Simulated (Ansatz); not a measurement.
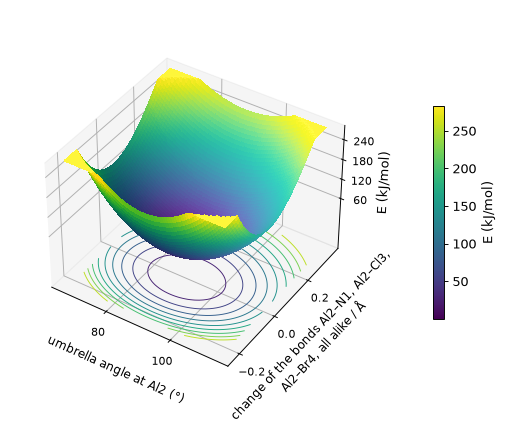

Energy landscape of AlBrClH2N, SMILES [NH2][Al]([Cl])[Br]. First axis: umbrella angle at Al2 (between each of its bonds and their common axis; 90 is planar). Second axis: change of the bonds Al2–N1, Al2–Cl3, Al2–Br4, all alike. Nothing is relaxed (all other coordinates rigid). The grid has 15 × 15 points; 120 points were computed and 105 follow by symmetry. Points are written as (first, second). Energies are in kJ/mol, from the relaxed molecule at the same level. Method: Ansatz 0.2.0, RHF/def2-TZVP.

Drawn: a relief with its contours projected below, any walls above the top of the colour scale cut off. Between grid points the surface is interpolated. 

### What does the map say about the system?

The lowest grid point is at (90.0°, 0.020 Å), 1.3 kJ/mol from the relaxed molecule at the same level. It is the only kind of minimum in the scanned range. The highest grid point, (66.0°, −0.223 Å), lies 421 kJ/mol above the lowest. Round the minimum the two coordinates are nearly uncoupled.

Each point was launched as `ansatz run input.yaml --threads 1 --pin off --max-ram 2560MiB --backend cpu --events-out ev --progress --plain --runs-dir out`. Time for the 120 points that were run: 24 min on 1 thread of Arm Neoverse N1, with other jobs on the host.
